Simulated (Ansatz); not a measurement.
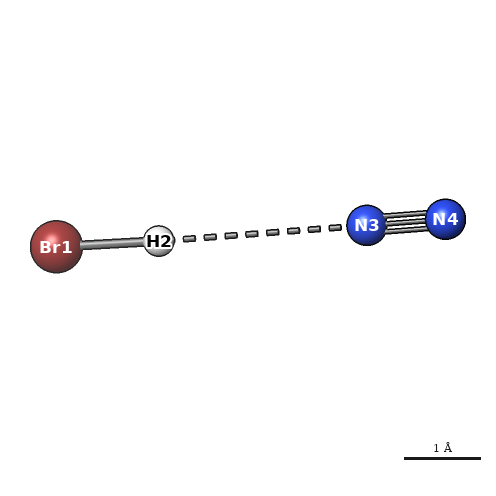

Two molecules or ions; the broken line marks their closest contact (measured against van der Waals radii). Geometry: a pair of rigid molecules at a changed separation. Program: Ansatz 0.2.0.

### Which two species are they?

HBr and N2 (`Br.N#N`).

### How long is the contact?

H2···N3 is 2.89 Å.

Give the counterpoise-corrected interaction energy (kJ/mol, monomers kept as in the pair) with RHF-CCSD(T) (frozen core)/def2-TZVPPD; r2SCAN-D4/def2-TZVPPD; ωB97M-V/def2-TZVPPD.

```tsv
level	interaction energy (kJ/mol)
RHF-CCSD(T) (frozen core)/def2-TZVPPD	−3.5
r2SCAN-D4/def2-TZVPPD	−2.9
ωB97M-V/def2-TZVPPD	−3.2
```
